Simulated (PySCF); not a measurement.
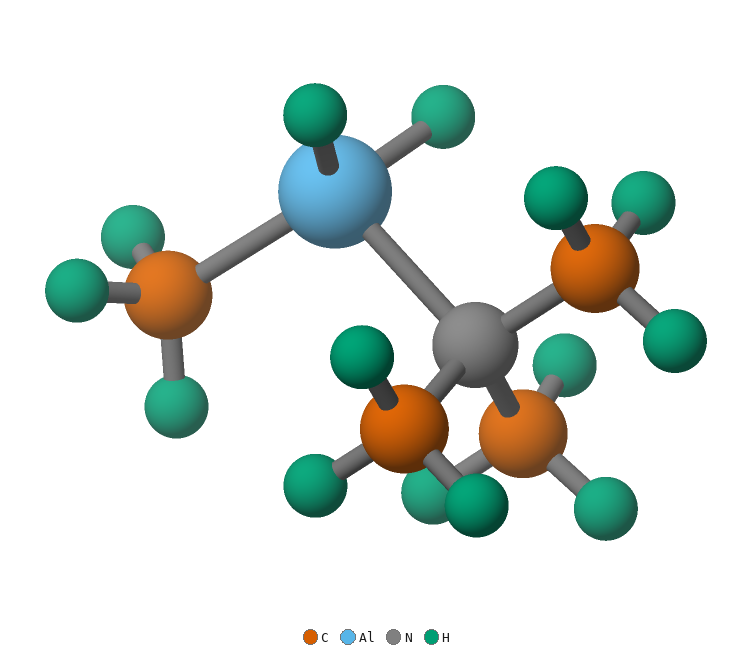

The computed structure is the end point of a GFN2-xTB optimisation. No frequency run is at hand to confirm it as a minimum. Properties computed with PBE0/pcSseg-1, gas phase (PySCF 2.14.0).

What is the HOMO–LUMO gap?

Answer. 7.99 eV.

Give the HOMO energy (Kohn–Sham orbital) at this level.

Answer. −7.18 eV.

Estimate the dipole moment.

Answer. 4.79 D.

The geometry is semi-empirical. Around Al such bond lengths and angles can be off by a tenth of an ångström or more and by several degrees, and values that hang on the shape move with them.
